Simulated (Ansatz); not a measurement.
# Sn3SeS2: from a guess to a relaxed structure, part 2 of 2

Aim: relax a trial structure of Sn3SeS2 and see where it ends, then test the end with a random kick.

Ansatz 0.2.0; DFT PBE, scalar-relativistic, plane waves, PAW. The steps go on from the part before.

## (5) Kicked and relaxed without symmetry

Atoms are moved at random (σ = 0.05 Å a coordinate) and the cell is strained at random (σ = 1.5 % a component).

Input file input.yaml:

```yaml
crystal:
  lattice:
    - [-4.1514130225, -0.0513123948, 0.0111185161]
    - [2.0024026623, -6.0175068043, -0.0172824392]
    - [-0.0334308316, 0.0246741005, 12.3040645486]
  atoms:
    - { symbol: Sn, position: [0.3731927971, 0.7402793856, 0.5791903111] }
    - { symbol: Sn, position: [0.3861983383, 0.7509614355, 0.9242484072] }
    - { symbol: Sn, position: [0.3702368578, 0.7354947129, 0.250096577] }
    - { symbol: Sn, position: [0.6292256765, 0.2799146132, 0.7475593904] }
    - { symbol: Sn, position: [0.6217953736, 0.2454855065, 0.0768353057] }
    - { symbol: Sn, position: [0.6293703487, 0.2551000243, 0.4227453507] }
    - { symbol: Se, position: [0.1400864357, 0.2593302296, 0.2537868967] }
    - { symbol: Se, position: [0.8683333936, 0.7494130216, 0.7505559074] }
    - { symbol: S, position: [0.1443795235, 0.2989897791, 0.5923767759] }
    - { symbol: S, position: [0.1528772358, 0.3080466267, 0.9100175834] }
    - { symbol: S, position: [0.8317081236, 0.6911582178, 0.0832404653] }
    - { symbol: S, position: [0.8525958959, 0.6858264471, 0.4093470292] }
basis:
  ecutwfc: 420
kpoints:
  mp_grid: { grid: [6, 6, 2] }
hamiltonian:
  xc: pbe
scf:
  occupations: { method: gaussian, width: 0.2 }
  lower_state_search: "off"
output:
  forces: true
  stress: true
  eigenvalues: true
relax:
  adjacent_minimum: "off"
  f_tol: 0.025
  max_steps: 60
  cell: { stress_tol: 0.25 }
```

Command:

```console
$ ansatz run input.yaml --threads 4 --pin off --max-ram 8192MiB --backend cpu --events-out ev --progress --plain --runs-dir out
```

Standard output:

```text
Warning: RAYON_NUM_THREADS=4 ignored (pool sized by the plan → 4); use --threads N
Engine: ansatz 0.2.0, x86_64-unknown-linux-gnu
Pseudopotentials: kind: paw
Pseudopotential: Sn, paw, valence charge 14, recommended cutoff 420 eV (normal), Sn.paw.azcp
Pseudopotential: Se, paw, valence charge 16, recommended cutoff 420 eV (normal), Se.paw.azcp
Pseudopotential: S, paw, valence charge 6, recommended cutoff 420 eV (normal), S.paw.azcp
Functional definition: PBE
  parameter kappa = 0.804
  parameter beta = 0.06672455060314922
  exchange = pbe_x(kappa = kappa, mu = beta*pi^2/3)
  correlation = pbe_c(beta = beta)
Crystal: 12 atoms, lattice volume = 308.630 Å³
Basis set: ecut = 420 eV, 6025 PW (Γ), exchange–correlation on 60×90×180 points (8 copies of the dense FFT grid, shifted against one another)
Bands: 84, of which v1, the nominal top of the filled ones, is band 70 counted from 1 (69 counted from 0)
Symmetry: 1 space group operations
Space group: P1 (ITA 1), of the structure as read, at distance tolerance 6.8e-5 Å
k-points: 40 of 72 (time reversal used)
Non-local potential: Sn, projectors of the file, l = 0: 2, l = 1: 2, l = 2: 2, l = 3: 2
Non-local potential: Se, projectors of the file, l = 0: 2, l = 1: 2, l = 2: 3, l = 3: 1
Non-local potential: S, projectors of the file, l = 0: 2, l = 1: 2, l = 2: 2
PAW form: soft (Blöchl's): semilocal exchange-correlation on the pseudo side does not see the compensation charge
PAW one-centre angular grid: Sn, 590 points (default); XC on 64 Gauss nodes
PAW one-centre angular grid: Se, 590 points (default); XC on 64 Gauss nodes
PAW one-centre angular grid: S, 110 points (default); XC on 64 Gauss nodes
Initial density: superposition of atomic densities (neutral atoms: chi_scale 0, normalization atom), corrected by the library's trained network
Initial wavefunctions: pseudopotential atomic-orbital guess
Functional: x = pbe(κ = 0.804, μ = 0.2195149727645171), c = pbe(β = 0.06672455060314922)
SCF iter   1: F=—  HF=-50696.674726 eV  |F-HF|=—  |Δ(HF+E_count)|=         —  Δρ=1.25e-3  dr2=5.66e-3  ethr=1.77e-3  ⟨swp⟩=6.3  Hψ=12681  notcnv=0
preconditioner: auto → Resta (q_TF=auto, 2.392 Å⁻¹)  ε∞=3.0  [insulator: Δε(μ)=0.245 eV  Ē_g=16.281 eV  σ=0.200 eV  W_gap=0.61  n_scr=80 (ndim 8)  ℏωp=23.2 eV  f_vac=0.000  D(μ)=0.25/eV (n_scr^D=0)  ε∞_Penn≈3.0]
SCF iter   2: F=—  HF=-50696.670879 eV  |F-HF|=—  |Δ(HF+E_count)|=   3.85e-3  Δρ=7.67e-4  dr2=2.30e-3  ethr=4.04e-6  ⟨swp⟩=2.0  Hψ=6672  notcnv=0
SCF iter   3: F=—  HF=-50696.671252 eV  |F-HF|=—  |Δ(HF+E_count)|=   3.73e-4  Δρ=3.13e-4  dr2=2.01e-4  ethr=1.64e-6  ⟨swp⟩=2.0  Hψ=5511  notcnv=0
SCF iter   4: F=—  HF=-50696.671205 eV  |F-HF|=—  |Δ(HF+E_count)|=   4.71e-5  Δρ=1.28e-4  dr2=3.86e-5  ethr=1.43e-7  ⟨swp⟩=2.0  Hψ=5893  notcnv=0
SCF iter   5: F=—  HF=-50696.671245 eV  |F-HF|=—  |Δ(HF+E_count)|=   3.97e-5  Δρ=2.32e-5  dr2=2.00e-6  ethr=2.76e-8  ⟨swp⟩=2.4  Hψ=5803  notcnv=0
SCF iter   6: F=—  HF=-50696.671244 eV  |F-HF|=—  |Δ(HF+E_count)|=   5.06e-7  Δρ=8.13e-6  dr2=2.74e-7  ethr=1.43e-9  ⟨swp⟩=2.0  Hψ=5893  notcnv=0
SCF iter   7: F=-50696.671245 eV  HF=-50696.671245 eV  |F-HF|=2.14e-9  |Δ(HF+E_count)|=   2.13e-7  Δρ=2.33e-6  dr2=1.78e-8  ethr=7.14e-11  ⟨swp⟩=10.3  Hψ=16293  notcnv=0
SCF 1 converged in 7 iterations: F = -50696.671245 eV  dr2 = 1.78e-8
relax step   1: F+E_penalty+E_count = -50696.67124470 eV  Δ(F+E_penalty+E_count) = +0.000e0 eV  max|allowed force component| = 3.946e-1 eV/Å  Δτ_max = 0.0000 Å  P = +0.304 GPa  Ω = 308.630 Å³  (7 SCF iters, dr2 threshold 1.00e-7 eV, accepted)
[... 14 lines left out ...]
relax step   2: F+E_penalty+E_count = -50696.80466106 eV  Δ(F+E_penalty+E_count) = -1.334e-1 eV  max|allowed force component| = 2.056e-1 eV/Å  Δτ_max = 0.1933 Å  P = -0.216 GPa  Ω = 315.752 Å³  energy of the carried Pulay correction = -1.158e-3 eV  (7 SCF iters, dr2 threshold 1.20e-6 eV, accepted)
[... 11 lines left out ...]
relax step   3: F+E_penalty+E_count = -50696.85863126 eV  Δ(F+E_penalty+E_count) = -5.397e-2 eV  max|allowed force component| = 6.508e-2 eV/Å  Δτ_max = 0.0870 Å  P = -0.138 GPa  Ω = 313.905 Å³  energy of the carried Pulay correction = -8.601e-4 eV  (6 SCF iters, dr2 threshold 1.20e-6 eV, accepted)
[... 12 lines left out ...]
relax step   4: F+E_penalty+E_count = -50696.86214184 eV  Δ(F+E_penalty+E_count) = -3.511e-3 eV  max|allowed force component| = 2.444e-2 eV/Å  Δτ_max = 0.0198 Å  P = +0.033 GPa  Ω = 312.799 Å³  energy of the carried Pulay correction = -6.811e-4 eV  (6 SCF iters, dr2 threshold 2.65e-7 eV, accepted)
[... 12 lines left out ...]
relax step   5: F+E_penalty+E_count = -50696.86284648 eV  Δ(F+E_penalty+E_count) = -7.046e-4 eV  max|allowed force component| = 2.446e-2 eV/Å  Δτ_max = 0.0000 Å  P = +0.034 GPa  Ω = 312.799 Å³  stress off target by 8.91e-2 GPa  SCF on the basis re-selected at this cell (its energy is not comparable with the rows above)  (6 SCF iters)
basis re-selected at this cell: Δ(F+E_penalty+E_count) = -7.046e-4 eV, ΔP = +0.000 GPa vs the last step (what re-selecting the basis moved, of the pressure what is left beyond the Pulay correction that the steps carried, after the strain that the cell walked since its last selection, with what the two solves' SCF thresholds leave and, on support functions, any second-order correction that the steps lacked; it is no measure of the basis error at this ecutwfc). This SCF's stress stands 8.91e-2 GPa from its target on what of the cell is left free (relax.cell.stress_tol is 2.50e-1 GPa) and its largest allowed force component is 2.45e-2 eV/Å (relax.f_tol is 2.50e-2 eV/Å): within both
SCF converged after 6 iterations
Free energy (F): -50696.862846 eV
Harris-Foulkes:  -50696.862846 eV  (|F-HF|=1.46e-11)
Internal energy: -50696.859934 eV  (E = F + TS)
E sigma→0 (E₀):  -50696.861390 eV
Entropy (-TS):   -0.002913 eV (-0.243 meV/atom)
Fermi energy:    8.355473 eV
--- Per-component energies (eV) ---
  E_band       = -1418.460820
  E_kinetic    = 1770.330663
  E_local      = -11742.271496  (includes V_loc(G=0)·N_el)
  E_nonlocal   = -1274.143966
  E_hartree    = 6316.786340
  E_xc         = -2894.553575
  E_vxc        = -1122.916815  (∫ρ·V_xc dr)
  E_paw        = -31022.997319  (= ΣΔE_a)
  E_vpaw       = -1683.030643  (= ΣTr[D̂ρ^β])
  E_aug_tail   = -0.001211  (compensation charges beyond the density's cutoff)
  E_ewald      = -11850.009370
  E_smearing   = -0.002913  (= −TS)
  E_closure    = 0.000000  (closes the sum)
  Σ components = -50696.862846   (vs F -50696.862846, Δ=0.00e0)
--- Forces (eV/Å), atoms counted from 1 ---
  atom   1  Sn    -0.01558123    -0.00160491    -0.01404215
  atom   2  Sn     0.02446471     0.00001749    -0.00862357
  atom   3  Sn    -0.01057877     0.01086421    -0.00452372
  atom   4  Sn    -0.00836664     0.00046010     0.01126149
  atom   5  Sn    -0.00147236    -0.01028026     0.01467142
  atom   6  Sn     0.00266366     0.00350421     0.01007681
  atom   7  Se     0.00222677    -0.01032116    -0.00863611
  atom   8  Se    -0.00563785     0.00007373     0.00998681
  atom   9  S      0.01359061     0.00020107    -0.01475085
  atom  10  S      0.00653113     0.00798441    -0.00696080
  atom  11  S     -0.01021849     0.00629532     0.00109027
  atom  12  S      0.00237867    -0.00719411     0.01045054
  max |Σ_I F_I| component: 1.91e-7 eV/Å
--- Stress (GPa, compression-positive) ---
        0.065971      -0.048027      -0.008869
       -0.048027      -0.021261      -0.000964
       -0.008869      -0.000964       0.056938
  P = ⅓ Tr σ = 0.0339 GPa (0.339 kbar)
--- Band table (eV; the first three rows and the last of 40) ---
  k-point 0: bands = ["-39.2154", "-39.2130", "-39.2108", "-39.2107", "-39.2086", "-39.2067", "-39.2049", "-39.2039", "-39.2009", "-39.1998", "-13.3607", "-13.3594", "-13.3520", "-13.3512", "-13.3275", "-13.3199", "-13.3196", "-13.3176", "-13.3168", "-13.3157", "-13.3150", "-13.3120", "-13.3107", "-13.3095", "-13.3093", "-13.3070", "-13.3011", "-13.2997", "-13.2810", "-13.2807", "-13.2797", "-13.2754", "-13.2667", "-13.2619", "-13.2584", "-13.2572", "-13.2569", "-13.2560", "-13.2463", "-13.2416", "-5.5713", "-5.0502", "-5.0250", "-4.2239", "-4.1161", "-4.0364", "0.8743", "0.8944", "1.5213", "1.5951", "2.0008", "2.8686", "3.2241", "3.7627", "3.9413", "4.5432", "4.7851", "5.1310", "5.3496", "5.4572", "5.5492", "5.9977", "6.0792", "6.0999", "6.4357", "6.9033", "7.2616", "7.3562", "7.3845", "7.3999", "9.8845", "9.8867", "10.0903", "10.1341", "10.1521", "10.1966", "10.8761", "11.0600", "11.6887", "12.1110", "12.1843", "12.6285", "12.6637", "12.6843"]
[... 3 lines left out ...]
--- Relaxed structure (4 steps of the walk, 4 accepted, 1 SCFs on fresh bases) ---
  F+E_penalty+E_count = -50696.86284648 eV   max|allowed force component| = 2.446e-2 eV/Å   (the final SCF, on the basis selected at the relaxed cell)
  cell:  # Å, volume = 312.7990 Å³
    - [-4.170045847099124, -0.005669484235378233, 5.884470654636369e-5]
    - [2.0770655987565245, -5.978372486601202, -0.0002875555031669301]
    - [-0.00014045218197525355, 0.0005757551149094438, 12.541125742400723]
  atoms:
    - { symbol: Sn, position: [0.3739212834366578, 0.7449710381144814, 0.5778921546777424] }
    - { symbol: Sn, position: [0.3819517172184068, 0.745330265612759, 0.9262619062686567] }
    - { symbol: Sn, position: [0.36981728243285755, 0.7299392408002952, 0.25206792292556013] }
    - { symbol: Sn, position: [0.6297222570220474, 0.2702074257740438, 0.7482430979077949] }
    - { symbol: Sn, position: [0.6253057235543056, 0.25499941121335506, 0.073955615128101] }
    - { symbol: Sn, position: [0.6258798239445128, 0.25463225448945837, 0.42243208454311504] }
    - { symbol: Se, position: [0.1348134586972627, 0.27009289030914924, 0.24978956245927572] }
    - { symbol: Se, position: [0.8628154707843555, 0.7296190652522917, 0.7497609654416787] }
    - { symbol: S, position: [0.15559308988810452, 0.3103548109323919, 0.5858846028831219] }
    - { symbol: S, position: [0.1564426708380977, 0.3112195923905718, 0.9145992377336634] }
    - { symbol: S, position: [0.8419028260349456, 0.6896777866881153, 0.08521942160251242] }
    - { symbol: S, position: [0.8418343962484456, 0.6889562183230863, 0.41389342842877697] }
```

Wall time 86 s (4 threads of Intel Xeon 6975P-C (Granite Rapids), shared host); peak memory 1.3 GiB.

The steps of the relaxation:

```csv
step,E - E(step 1) (eV/cell),largest force component (eV/Å),pressure (GPa),volume (Å³)
1,0.0000,0.3946,0.30,308.63
2,-0.1334,0.2056,-0.22,315.75
3,-0.1874,0.0651,-0.14,313.90
4,-0.1909,0.0244,0.03,312.80
5,-0.1916,0.0245,0.03,312.80
```

Step 1 is the start. Step 5 repeats the geometry before it on a plane-wave basis chosen anew for that cell, so its energy need not be comparable with the rows above.

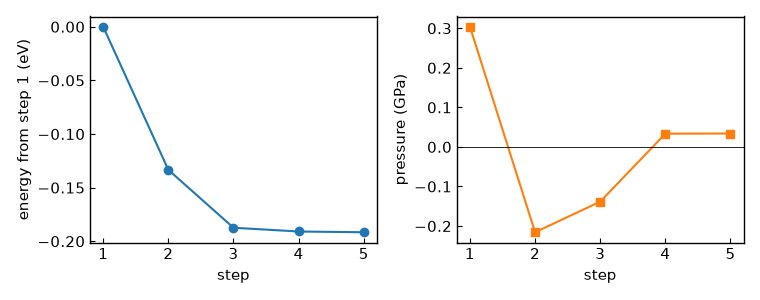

Energy and pressure along the relaxation.

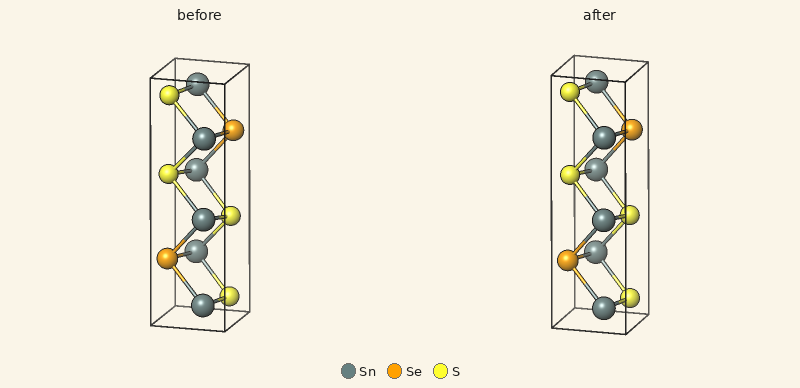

Before and after, at one scale.

|  | before | after | change |
| --- | --- | --- | --- |
| a (Å) | 4.152 | 4.170 | +0.4 % |
| b (Å) | 6.342 | 6.329 | -0.2 % |
| c (Å) | 12.304 | 12.541 | +1.9 % |
| α (°) | 90.31 | 90.01 | -0.3 % |
| β (°) | 89.69 | 90.00 | +0.3 % |
| γ (°) | 107.70 | 109.08 | +1.3 % |
| volume (Å³/atom) | 25.72 | 26.07 | +1.4 % |
| shortest distance (Å) | 2.610 | 2.600 | -0.4 % |
| space group (0.01 Å) | P1 | P1 | same |

Against the unmoved cell on the same mesh the energy changed by +0.1 meV/atom and the volume by +0.1 %. At a tolerance of 0.1 Å, which suits this loose relaxation, its space group is Cmcm.

## (6) Summary of results

This closing draws on all 2 parts.

| quantity | value |
| --- | --- |
| symmetry at the end (tolerance 0.02 Å) | space group Cmcm (No. 63) |
| conventional cell | a = 4.174 Å, b = 11.926 Å, c = 12.551 Å, α = 90.00°, β = 90.00°, γ = 90.00° |
| volume | 26.03 Å³/atom |
| energy over the elements, grey Sn | -0.43 eV/atom |
| gap on the mesh | 0.23 eV |

**Reading.** The space group Cmcm (No. 63) is kept, at nearly the size of the first guess. It lies below the elements, which doesn't yet make it stable: competing phases were not computed in this session. The kicked cell came back to the same energy, so the end is stable against the distortions that fit this cell and this draw; modes that don't fit the cell aren't tested. Where a structure here is layered, its layers are held mostly by dispersion, which this level lacks, so their spacing and the stiffness across them are unreliable there.

Spin-orbit coupling is left out, though the cell holds Sn; it can move the gap.
